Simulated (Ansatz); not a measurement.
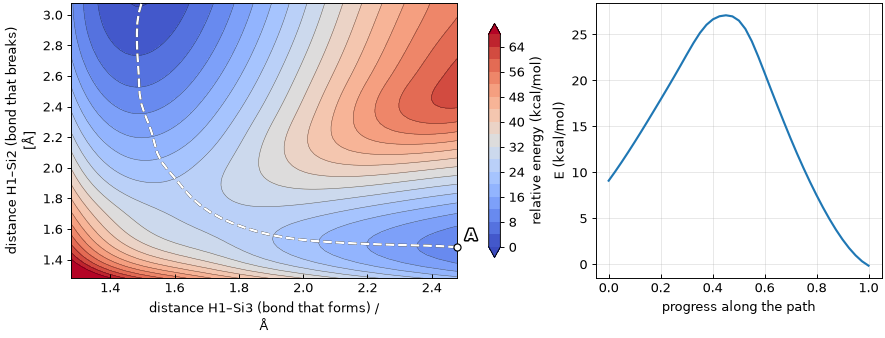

The reacting system H₅Si₂ (one molecule; an intramolecular 1,2-shift), spin multiplicity 2. 
- The first coordinate is: distance H1–Si3 (bond that forms); the second: distance H1–Si2 (bond that breaks).
- Relaxed at each point: all other coordinates.
- Grid: 10 × 10 points.
- Points are written as (first, second).
- All energies are given in kcal/mol relative to the lowest grid point.
- The calculation used Ansatz 0.2.0, UKS r2SCAN-D4/def2-SVP.

In the figure: filled contours, a line along the lowest path, one colour for all values above the top of the scale, the energy along the path at the right, the start A. Between grid points the surface is interpolated.

### Describe the path and its barrier.

The easiest path runs from the side where the first distance is long, about (2.48 Å, 1.48 Å), to the side where the second distance is long, about (1.50 Å, 3.08 Å). Its highest point, at (1.713 Å, 1.734 Å), lies about 18 kcal/mol above the start and 27 kcal/mol above the end on the interpolated surface. An end on the edge of the scan is no minimum, so the barrier from there is a lower bound.
